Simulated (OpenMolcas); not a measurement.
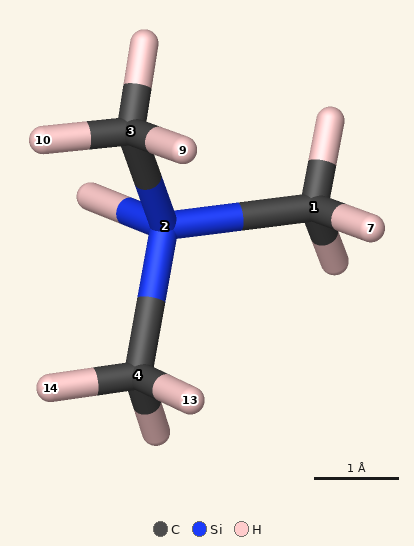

Fig. 1: The structure as given in the input (stick view, seen at a tilt; atoms are numbered from 1 in the order of the input).

Single-point calculation of C₃H₁₀Si (part 1 of 3)

The run: single-point calculation of C₃H₁₀Si, SMILES C[SiH](C)C. Method and program: CASSCF/ANO-S-VDZP (OpenMolcas 26.06).

The geometry comes from this level: PBE0-D4/def2-TZVP.

Input file:
```
* C3H10Si CASSCF
&gateway
coord
14
angstrom
C       -0.956800       1.082600      -1.038400
Si      -0.338800      -0.014600       0.348900
C        1.239400       0.684100       1.077800
C       -0.051300      -1.756700      -0.277600
H       -1.888100       0.697200      -1.460900
H       -1.145900       2.098700      -0.683100
H       -0.221600       1.141300      -1.845900
H       -1.379500      -0.059300       1.420400
H        2.029000       0.733500       0.322800
H        1.601800       0.063500       1.901200
H        1.081800       1.694100       1.464300
H       -0.968800      -2.184000      -0.689800
H        0.706900      -1.767300      -1.065700
H        0.291900      -2.413100       0.526000
basis
ANO-S-MB
group
NoSym
&seward
&rasscf
fileorb
$CurrDir/step1.ScfOrb
spin
1
nactel
8 0 0
inactive
17
ras2
8
orblisting
Nothing
>>> COPY $Project.RunFile RUNFIL1
>>> COPY $Project.RasOrb INPORB
&gateway
coord
14
angstrom
C       -0.956800       1.082600      -1.038400
Si      -0.338800      -0.014600       0.348900
C        1.239400       0.684100       1.077800
C       -0.051300      -1.756700      -0.277600
H       -1.888100       0.697200      -1.460900
H       -1.145900       2.098700      -0.683100
H       -0.221600       1.141300      -1.845900
H       -1.379500      -0.059300       1.420400
H        2.029000       0.733500       0.322800
H        1.601800       0.063500       1.901200
H        1.081800       1.694100       1.464300
H       -0.968800      -2.184000      -0.689800
H        0.706900      -1.767300      -1.065700
H        0.291900      -2.413100       0.526000
basis
ANO-S-VDZP
group
NoSym
ricd
&seward
>>> COPY $Project.RunFile RUNFIL2
&expbas
&rasscf
fileorb
$Project.ExpOrb
spin
1
nactel
8 0 0
inactive
17
ras2
8
orblisting
Nothing
orbappear
Compact
```

Launch command:
```bash
export MOLCAS_MEM=1860
pymolcas step2.input > step2.log
```

Output:
```
--- Start Module: gateway ---

                                              &GATEWAY

                       available to each process: 1.9 GB of memory, 1 thread

++    Symmetry information:
      ---------------------

                    Character Table for C1

                             E
                    a        1  x, y, xy, Rz, z, xz, Ry, yz, Rx, I
--

++    Basis set information:
      ----------------------

      Basis set label: C.ANO-S...2S1P.

      Electronic valence basis set:
      ------------------
      Associated Effective Charge   6.000000 au
      Associated Actual Charge      6.000000 au
      Nuclear Model: Point charge

      Shell  nPrim  nBasis  Cartesian Spherical Contaminant
         s      10       2        X
         p       6       1        X

      Basis set label: SI.ANO-S...3S2P.

      Electronic valence basis set:
      ------------------
      Associated Effective Charge  14.000000 au
      Associated Actual Charge     14.000000 au
      Nuclear Model: Point charge

      Shell  nPrim  nBasis  Cartesian Spherical Contaminant
         s      13       3        X
         p      10       2        X

      Basis set label: C.ANO-S...2S1P.

      Electronic valence basis set:
      ------------------
      Associated Effective Charge   6.000000 au
      Associated Actual Charge      6.000000 au
      Nuclear Model: Point charge

      Shell  nPrim  nBasis  Cartesian Spherical Contaminant
         s      10       2        X
         p       6       1        X

      Basis set label: H.ANO-S...1S.

      Electronic valence basis set:
      ------------------
      Associated Effective Charge   1.000000 au
      Associated Actual Charge      1.000000 au
      Nuclear Model: Point charge

      Shell  nPrim  nBasis  Cartesian Spherical Contaminant
         s       7       1        X
--

++    Molecular structure info:
      -------------------------

                    ************************************************
                    **** Cartesian Coordinates / bohr, angstrom ****
                    ************************************************

     Center  Label                x              y              z                     x              y              z
        1      C1              -1.808090       2.045818      -1.962292             -0.956800       1.082600      -1.038400
        2      SI2             -0.640239      -0.027590       0.659325             -0.338800      -0.014600       0.348900
        3      C3               2.342127       1.292762       2.036747              1.239400       0.684100       1.077800
        4      C4              -0.096943      -3.319682      -0.524588             -0.051300      -1.756700      -0.277600
        5      H5              -3.567992       1.317517      -2.760701             -1.888100       0.697200      -1.460900
        6      H6              -2.165437       3.965968      -1.290872             -1.145900       2.098700      -0.683100
        7      H7              -0.418763       2.156744      -3.488245             -0.221600       1.141300      -1.845900
        8      H8              -2.606877      -0.112061       2.684167             -1.379500      -0.059300       1.420400
        9      H9               3.834254       1.386114       0.610004              2.029000       0.733500       0.322800
       10      H10              3.026963       0.119998       3.592747              1.601800       0.063500       1.901200
       11      H11              2.044306       3.201385       2.767126              1.081800       1.694100       1.464300
       12      H12             -1.830767      -4.127162      -1.303533             -0.968800      -2.184000      -0.689800
       13      H13              1.335847      -3.339713      -2.013881              0.706900      -1.767300      -1.065700
       14      H14              0.551611      -4.560098       0.993996              0.291900      -2.413100       0.526000

                    ***************************************
                    *    InterNuclear Distances / bohr    *
                    ***************************************

               1 C1            2 SI2           3 C3            4 C4            5 H5            6 H6
    1 C1       0.000000
    2 SI2      3.540589        0.000000
    3 C3       5.812375        3.540498        0.000000
    4 C4       5.812366        3.540437        5.812412        0.000000
    5 H5       2.065220        4.698684        7.612202        6.209025        0.000000
    6 H6       2.065304        4.698724        6.207835        7.612264        3.337941        0.000000
    7 H7       2.066656        4.692836        6.236547        6.235229        3.339351        3.339552
    8 H8       5.184986        2.823966        5.185105        5.185047        5.710869        5.711928
    9 H9       6.236021        4.692769        2.066581        6.235874        8.133855        6.801858
   10 H10      7.612160        4.698417        2.065312        6.208272        9.235464        8.099522
   11 H11      6.208356        4.698498        2.065186        7.612138        8.099612        5.896937
   12 H12      6.208071        4.698580        7.612232        2.065169        5.897950        8.100057
   13 H13      6.236260        4.692666        6.235383        2.066708        6.804055        8.133555
   14 H14      7.612223        4.698525        6.208804        2.065273        8.100323        9.235626

               7 H7            8 H8            9 H9           10 H10          11 H11          12 H12
    7 H7       0.000000
    8 H8       6.930656        0.000000
    9 H9       5.956314        6.930718        0.000000
   10 H10      8.133992        5.711351        3.339391        0.000000
   11 H11      6.803503        5.711332        3.339506        3.337996        0.000000
   12 H12      6.801044        5.711842        8.133283        8.099967        9.235478        0.000000
   13 H13      5.955120        6.930691        5.954851        6.801746        8.133013        3.339478
   14 H14      8.133147        5.711196        6.802987        5.897811        8.100170        3.337933

              13 H13          14 H14
   13 H13      0.000000
   14 H14      3.339415        0.000000

                    *******************************************
                    *    InterNuclear Distances / angstrom    *
                    *******************************************

               1 C1            2 SI2           3 C3            4 C4            5 H5            6 H6
    1 C1       0.000000
    2 SI2      1.873599        0.000000
    3 C3       3.075776        1.873551        0.000000
    4 C4       3.075772        1.873518        3.075796        0.000000
    5 H5       1.092867        2.486436        4.028204        3.285675        0.000000
    6 H6       1.092912        2.486458        3.285045        4.028236        1.766362        0.000000
    7 H7       1.093627        2.483342        3.300239        3.299541        1.767108        1.767215
    8 H8       2.743776        1.494378        2.743840        2.743809        3.022062        3.022622
    9 H9       3.299960        2.483307        1.093587        3.299882        4.304251        3.599388
   10 H10      4.028182        2.486295        1.092916        3.285276        4.887197        4.286082
   11 H11      3.285320        2.486338        1.092849        4.028170        4.286130        3.120525
   12 H12      3.285170        2.486382        4.028220        1.092841        3.121061        4.286365
   13 H13      3.300087        2.483252        3.299623        1.093655        3.600551        4.304092
   14 H14      4.028215        2.486353        3.285557        1.092895        4.286506        4.887283

               7 H7            8 H8            9 H9           10 H10          11 H11          12 H12
    7 H7       0.000000
    8 H8       3.667545        0.000000
    9 H9       3.151946        3.667578        0.000000
   10 H10      4.304323        3.022317        1.767129        0.000000
   11 H11      3.600259        3.022306        1.767191        1.766391        0.000000
   12 H12      3.598958        3.022576        4.303948        4.286318        4.887204        0.000000
   13 H13      3.151314        3.667564        3.151171        3.599329        4.303805        1.767176
   14 H14      4.303876        3.022235        3.599986        3.120987        4.286425        1.766358

              13 H13          14 H14
   13 H13      0.000000
   14 H14      1.767142        0.000000

                    **************************************
                    *    Valence Bond Angles / degree    *
                    **************************************
                          Atom centers                 Phi
                      5 H5       1 C1       6 H6       107.82
                      5 H5       1 C1       7 H7       107.84
                      6 H6       1 C1       7 H7       107.85
                      9 H9       3 C3      10 H10      107.84
                      9 H9       3 C3      11 H11      107.85
                     10 H10      3 C3      11 H11      107.83
                     12 H12      4 C4      13 H13      107.85
                     12 H12      4 C4      14 H14      107.83
                     13 H13      4 C4      14 H14      107.84
--

            Nuclear Potential Energy            175.33263181 au

--- Stop Module: gateway /rc=_RC_ALL_IS_WELL_ ---

--- Start Module: seward ---

                                              &SEWARD

                       available to each process: 1.9 GB of memory, 1 thread

               SEWARD will generate:
                  Multipole Moment integrals up to order  2
                  Kinetic Energy integrals
                  Nuclear Attraction integrals (point charge)
                  One-Electron Hamiltonian integrals
                  Velocity integrals
                  Orbital angular momentum around ( -0.1683  -0.0072   0.1733 )
                  Velocity quadrupole around ( -0.1683  -0.0072   0.1733 )
                  Two-Electron Repulsion integrals

                   Integrals are discarded if absolute value <: 1.00E-14
                   Integral cutoff threshold is set to       <: 1.00E-16

            Nuclear Potential Energy            175.33263181 au

      Basis set specifications :
      Symmetry species         a
      Basis functions           34

--- Stop Module: seward /rc=_RC_ALL_IS_WELL_ ---
--- Module seward spent 1 second ---

--- Start Module: rasscf ---

                                              &RASSCF

                       available to each process: 1.9 GB of memory, 1 thread

      Header of the ONEINT file:
      --------------------------

      OrdInt status: non-squared

      Cartesian coordinates in angstrom:
      -----------------------------------------------------
      No.  Label        X            Y            Z
      -----------------------------------------------------
       1   C1        -0.95680000   1.08260000  -1.03840000
       2   SI2       -0.33880000  -0.01460000   0.34890000
       3   C3         1.23940000   0.68410000   1.07780000
       4   C4        -0.05130000  -1.75670000  -0.27760000
       5   H5        -1.88810000   0.69720000  -1.46090000
       6   H6        -1.14590000   2.09870000  -0.68310000
       7   H7        -0.22160000   1.14130000  -1.84590000
       8   H8        -1.37950000  -0.05930000   1.42040000
       9   H9         2.02900000   0.73350000   0.32280000
      10   H10        1.60180000   0.06350000   1.90120000
      11   H11        1.08180000   1.69410000   1.46430000
      12   H12       -0.96880000  -2.18400000  -0.68980000
      13   H13        0.70690000  -1.76730000  -1.06570000
      14   H14        0.29190000  -2.41310000   0.52600000
      -----------------------------------------------------
      Nuclear repulsion energy =  175.33263181

++    Wave function specifications:
      -----------------------------

      Number of closed shell electrons          34
      Number of electrons in active shells       8
      Max number of holes in RAS1 space          0
      Max nr of electrons in RAS3 space          0
      Number of inactive orbitals               17
      Number of active orbitals                  8
      Number of secondary orbitals               9
      Spin quantum number                      0.0
      State symmetry                             1
--

++    Orbital specifications:
      -----------------------

      Symmetry species                           1
                                                 a
      Frozen orbitals                            0
      Inactive orbitals                         17
      Active orbitals                            8
      RAS1 orbitals                              0
      RAS2 orbitals                              8
      RAS3 orbitals                              0
      Secondary orbitals                         9
      Deleted orbitals                           0
      Number of basis functions                 34
--

++    CI expansion specifications:
      ----------------------------

      Number of CSFs                          1764
      Number of spin combinations             2485
      Number of determinants                  4900
      Number of root(s) required                 1
      Root chosen for geometry opt.              1
      CI root used                               1

      highest root included in the CI            1
      max. size of the explicit Hamiltonian    200
--

++    Optimization specifications:
      ----------------------------

      RASSCF algorithm: Conventional
      Maximum number of macro iterations       200
      Maximum number of SX iterations          100
      Threshold for RASSCF energy            1.000E-08
      Threshold for max MO rotation          1.000E-01
      Threshold for max BLB element          1.000E-04
      Level shift parameter                  5.000E-01
      Make Quasi-Newton update
--

      The MO-coefficients are taken from the file:
      step1.ScfOrb
      Title: SCF orbitals

      Total molecular charge    0.00
```
